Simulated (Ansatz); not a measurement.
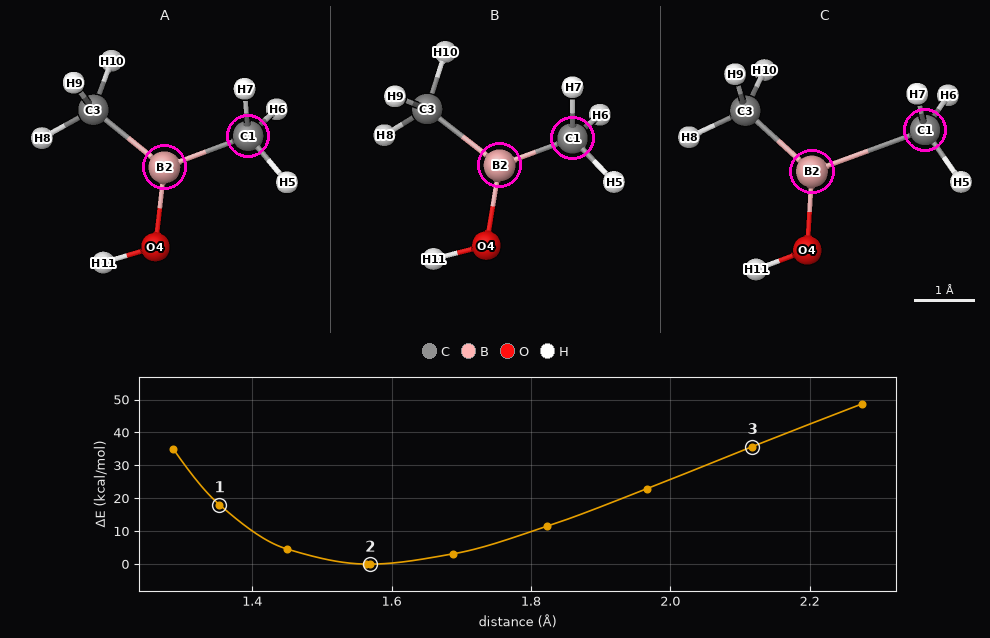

C2H7BO: the C1–B2 distance is varied, with all other coordinates relaxed. The frames are shuffled; the numbered points of the plot belong to them. A ball-and-stick model, seen at a tilt. The ringed atoms are those of the scanned coordinate.

Single-point energies from Ansatz with r2SCAN-D4 in the def2-TZVPP basis, on geometries relaxed under the constraint at PBE0-D4/def2-TZVP. Energies are counted from the PBE0-D4/def2-TZVP minimum geometry at the same level.

Which frame belongs to which numbered point?

Answer. Point 1 is frame B (the distance 1.353 Å, 18.1 kcal/mol); 2 is frame A (the distance 1.569 Å, 0.0 kcal/mol); 3 is frame C (the distance 2.118 Å, 35.7 kcal/mol). Of the computed points the lowest is at the distance 1.569 Å, 0.0 kcal/mol. At the ends of the scan the energy is 34.9 kcal/mol (1.287 Å) and 48.7 kcal/mol (2.275 Å). The curvature at the lowest point is about 23 eV/Å² (3.8 mdyn/Å). The well is steeper on the short side, as for any bond.
